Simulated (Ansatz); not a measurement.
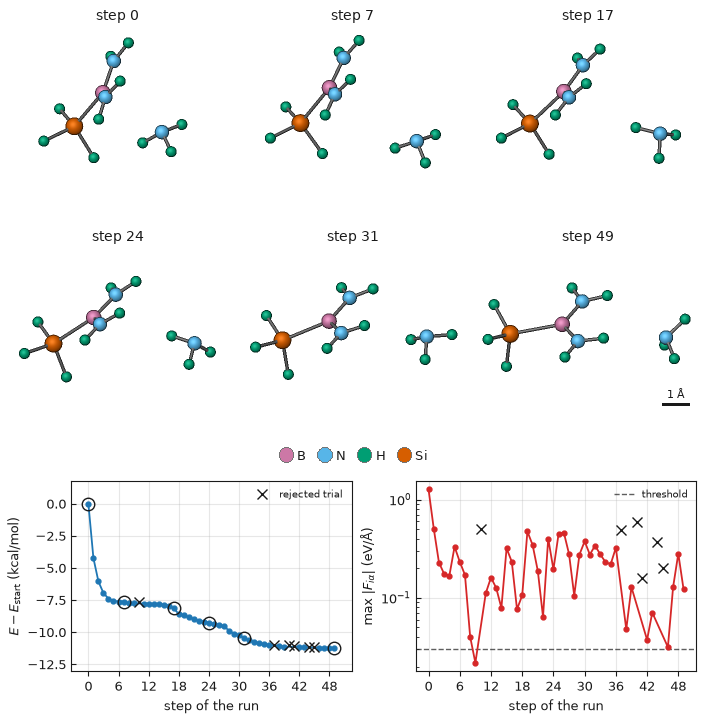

Frames of a relaxation of BSiN3H10, marked on the history of the run. Style: ball-and-stick. Shown at a tilt.

The run prepares an end point of a later path (reaction) calculation, from a guessed geometry.

Method: Ansatz 0.2.0, RHF/def2-SVP.

Input file:
```yaml
crystal:
  periodic: [false, false, false]
  atoms:
    - { symbol: B, position_ang: [-0.188868, 0.625302, -0.420122] }
    - { symbol: "N", position_ang: [-0.051483, -0.257297, 2.194975] }
    - { symbol: H, position_ang: [-0.724695, -0.84745, 2.653167] }
    - { symbol: H, position_ang: [0.80706, -0.324439, 2.71523] }
    - { symbol: "N", position_ang: [1.127621, 0.232831, -0.77646] }
    - { symbol: H, position_ang: [1.336986, -0.69123, -1.094757] }
    - { symbol: H, position_ang: [1.938848, 0.73712, -0.494516] }
    - { symbol: "N", position_ang: [-1.313219, -0.15011, -0.807795] }
    - { symbol: H, position_ang: [-1.233017, -1.084611, -1.154682] }
    - { symbol: H, position_ang: [-2.25442, 0.125639, -0.634486] }
    - { symbol: Si, position_ang: [-0.531379, 2.457851, 0.27075] }
    - { symbol: H, position_ang: [-1.910174, 2.915023, -0.076912] }
    - { symbol: H, position_ang: [-0.426566, 2.611424, 1.75067] }
    - { symbol: H, position_ang: [0.408109, 3.47508, -0.285694] }
    - { symbol: H, position_ang: [-0.378604, 0.711367, 2.287531] }
basis:
  gaussian: { orbitals: def2-SVP }
hamiltonian:
  xc: hf
relax:
  f_tol: 0.03
  max_steps: 50
```

Launched with:
```bash
ansatz run input.yaml --threads 2 --pin off --max-ram 3072MiB --backend cpu --events-out ev --progress --plain --runs-dir out
```

### What happens along the run?

The relaxation stopped without meeting its thresholds, so the last structure isn't shown to be converged. It used up its limit of 50 steps. After 43 accepted moves (49 points after the start) the energy has fallen by 11.3 kcal/mol. Largest force component: 1.3 eV/Å at the start, 0.12 eV/Å at the end. The line search rejected the trial steps at points 10, 37, 40, 41, 44, 45 of the run. The forces were under the threshold at step 9, but the run went on from there. The largest moves after the best rigid fit, 2.23 Å, are those of H3 and H13. Largest moves by element: H 2.23 Å, N 1.66 Å, Si 1.40 Å, B 0.73 Å. Near-neighbour distances that change, for instance: B1–Si11 1.988 → 2.058 Å, N2–H15 1.027 → 1.008 Å, B1–N5 1.419 → 1.410 Å. Among the angles between lasting bonds that change: B1–Si11–H13 115.3° → 111.5°. The run took 87 s on 2 threads of Intel(R) Xeon(R) CPU @ 2.80GHz (Skylake/Cascade Lake) (shared host), peak memory 0.3 GiB. From step 0 to 7: H4 moves most (0.86 Å), energy −7.61 kcal/mol. From step 7 to 17: H15 moves most (0.83 Å), energy −0.53 kcal/mol. From step 17 to 24: H4 moves most (0.58 Å), energy −1.11 kcal/mol. From step 24 to 31: H3 moves most (0.99 Å), energy −1.20 kcal/mol. From step 31 to 49: H3 moves most (0.96 Å), energy −0.80 kcal/mol.

```json
{"step": "0", "E − E(0), kcal/mol": "0.00", "largest force component, eV/Å": "1.2668", "note": ""}
{"step": "1", "E − E(0), kcal/mol": "-4.22", "largest force component, eV/Å": "0.5066", "note": ""}
{"step": "2", "E − E(0), kcal/mol": "-6.04", "largest force component, eV/Å": "0.2286", "note": ""}
{"step": "3", "E − E(0), kcal/mol": "-6.94", "largest force component, eV/Å": "0.1750", "note": ""}
{"step": "4", "E − E(0), kcal/mol": "-7.38", "largest force component, eV/Å": "0.1678", "note": ""}
{"step": "5", "E − E(0), kcal/mol": "-7.54", "largest force component, eV/Å": "0.3312", "note": ""}
{"step": "6", "E − E(0), kcal/mol": "-7.61", "largest force component, eV/Å": "0.2327", "note": ""}
{"step": "7", "E − E(0), kcal/mol": "-7.61", "largest force component, eV/Å": "0.1710", "note": ""}
{"step": "8", "E − E(0), kcal/mol": "-7.72", "largest force component, eV/Å": "0.0401", "note": ""}
{"step": "9", "E − E(0), kcal/mol": "-7.74", "largest force component, eV/Å": "0.0218", "note": ""}
{"step": "10", "E − E(0), kcal/mol": "-7.66", "largest force component, eV/Å": "0.5057", "note": "rejected"}
{"step": "12", "E − E(0), kcal/mol": "-7.77", "largest force component, eV/Å": "0.1607", "note": ""}
{"step": "14", "E − E(0), kcal/mol": "-7.82", "largest force component, eV/Å": "0.0790", "note": ""}
{"step": "16", "E − E(0), kcal/mol": "-7.93", "largest force component, eV/Å": "0.2327", "note": ""}
{"step": "18", "E − E(0), kcal/mol": "-8.58", "largest force component, eV/Å": "0.1056", "note": ""}
{"step": "20", "E − E(0), kcal/mol": "-8.80", "largest force component, eV/Å": "0.3450", "note": ""}
{"step": "22", "E − E(0), kcal/mol": "-9.11", "largest force component, eV/Å": "0.0641", "note": ""}
{"step": "24", "E − E(0), kcal/mol": "-9.24", "largest force component, eV/Å": "0.1945", "note": ""}
{"step": "26", "E − E(0), kcal/mol": "-9.40", "largest force component, eV/Å": "0.4615", "note": ""}
{"step": "28", "E − E(0), kcal/mol": "-9.87", "largest force component, eV/Å": "0.1053", "note": ""}
{"step": "31", "E − E(0), kcal/mol": "-10.45", "largest force component, eV/Å": "0.2756", "note": ""}
{"step": "33", "E − E(0), kcal/mol": "-10.75", "largest force component, eV/Å": "0.2773", "note": ""}
{"step": "35", "E − E(0), kcal/mol": "-10.93", "largest force component, eV/Å": "0.2194", "note": ""}
{"step": "37", "E − E(0), kcal/mol": "-10.95", "largest force component, eV/Å": "0.4870", "note": "rejected"}
{"step": "39", "E − E(0), kcal/mol": "-11.11", "largest force component, eV/Å": "0.1282", "note": ""}
{"step": "41", "E − E(0), kcal/mol": "-11.08", "largest force component, eV/Å": "0.1604", "note": "rejected"}
{"step": "43", "E − E(0), kcal/mol": "-11.17", "largest force component, eV/Å": "0.0708", "note": ""}
{"step": "45", "E − E(0), kcal/mol": "-11.11", "largest force component, eV/Å": "0.2017", "note": "rejected"}
{"step": "47", "E − E(0), kcal/mol": "-11.22", "largest force component, eV/Å": "0.1284", "note": ""}
{"step": "49", "E − E(0), kcal/mol": "-11.25", "largest force component, eV/Å": "0.1233", "note": ""}
```

Limits of the set-up: Hartree-Fock leaves out electron correlation.
